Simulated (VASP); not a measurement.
Band structure of Nb (bcc). Computed with optB88-vdW, VASP's PBE PAW potentials (set 64) (plane waves; VASP).

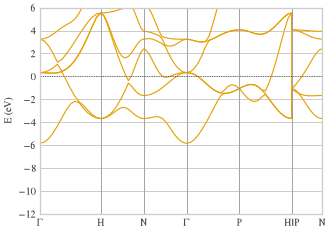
Figure: Bands along high-symmetry lines, zero at the valence-band maximum or, without a gap, the Fermi level

Problem. Read the plot: is there a gap, and where are the band edges?

Solution. It has no gap at this level: it comes out as a metal or semimetal. (Edges off the drawn lines would not show.)

The compound is Nb in the bcc structure. It was relaxed first.
